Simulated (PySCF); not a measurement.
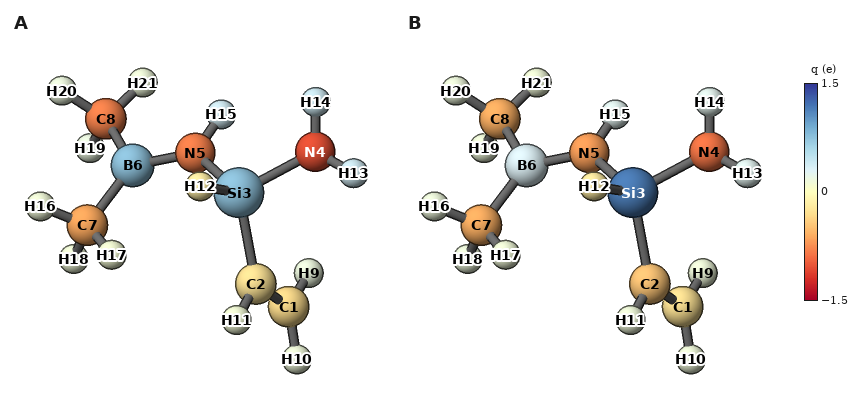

Atomic charges of one calculation by 2 schemes, on one colour scale. The geometry was computed by an optimisation with GFN2-xTB. No frequency run is at hand to confirm it as a minimum. Computed with PBE0/pcSseg-1 (PySCF 2.14.0).

The schemes are ESP-fitted, IAO. Which panel shows which?

A ESP-fitted, B IAO.

List the charges (e), one line for each set of equivalent atoms.

```
atom  ESP-fitted    IAO
  C1       −0.31  −0.26
  C2       −0.25  −0.45
 Si3        0.75   1.14
  N4       −1.03  −0.84
  N5       −0.80  −0.66
  B6        0.74   0.30
  C7       −0.62  −0.58
  C8       −0.79  −0.58
  H9        0.17   0.15
 H10        0.15   0.15
 H11        0.13   0.15
 H12       −0.16  −0.18
 H13        0.38   0.27
 H14        0.39   0.26
 H15        0.37   0.26
 H16        0.14   0.15
 H17        0.11   0.13
 H18        0.13   0.15
 H19        0.18   0.15
 H20        0.17   0.15
 H21        0.14   0.13
```

The geometry is semi-empirical. Around B, Si such bond lengths and angles can be off by a tenth of an ångström or more and by several degrees, and values that hang on the shape move with them.
